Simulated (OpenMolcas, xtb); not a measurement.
A ladder of methods for C2HF2Si (SMILES [C]#C[SiH](F)F)

C2HF2Si: 6 atoms, total charge 0, spin state doublet. SMILES: `[C]#C[SiH](F)F`. The shape is that of a PBE0-D4/def2-TZVP optimisation.

Each level gives the dipole moment (D). The values are calculated.

```
             level             kind     program  value (D)
          GFN2-xTB   semi-empirical         xtb       1.71
     UHF/def2-SVPD     Hartree–Fock  OpenMolcas       1.84
  USVWN5/def2-SVPD              LDA  OpenMolcas       1.43
U-revPBE/def2-SVPD              GGA  OpenMolcas       1.36
   UTPSS/def2-SVPD         meta-GGA  OpenMolcas       1.36
 UM06-2X/def2-SVPD  hybrid meta-GGA  OpenMolcas       1.57
```

The values span 1.36 to 1.84 D. Spin contamination of the reference (⟨S²⟩ at least 0.1 too high) touches UHF/def2-SVPD. Magnitudes only.

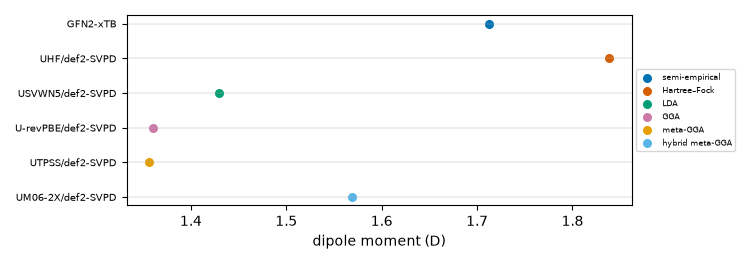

The values of the table, level by level.
